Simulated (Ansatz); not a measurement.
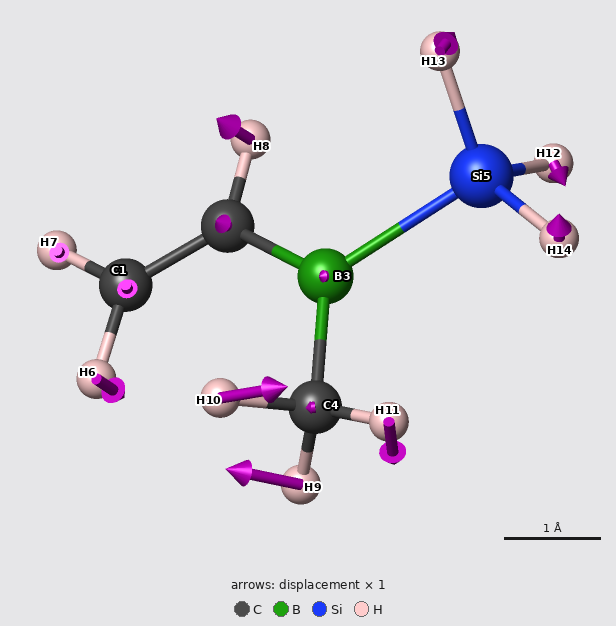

This is a relaxation of C₃H₉BSi (coarse preliminary run). The starting structure is drawn; purple arrows show the displacements, at their true length. The two geometries are superimposed by the best rigid fit.

Style: ball-and-stick. Shown at a tilt.

The start comes from a force field.

Computed with RKS PBE-D4/def2-SVP in Ansatz. Settings: force threshold 0.03 eV/Å; at most 200 steps.

Describe the change and its energy.

After 26 accepted moves (28 points after the start) the energy has fallen by 0.689 eV. Largest force component: 4.7 eV/Å at the start, 0.019 eV/Å at the end. The line search rejected the trial steps at points 8, 9 of the run. The forces were under the threshold at step 22, but the run went on from there. The largest move after the best rigid fit is that of an H atom, 0.91 Å. By element the largest moves are H 0.91 Å, C 0.24 Å, B 0.08 Å, Si 0.04 Å. Among the contacts that change: C–C 1.268 → 1.356 Å, H–Si 1.424 → 1.510 Å, C–H 1.038 → 1.110 Å, B–Si 1.975 → 2.039 Å. Bond angles that change, for instance: B–C–H 108.3° → 116.1°, B–Si–H 106.4° → 112.6°, H–C–H 115.4° → 109.5°. Groups turn about B–C by about 45°, B–C by about 25°.
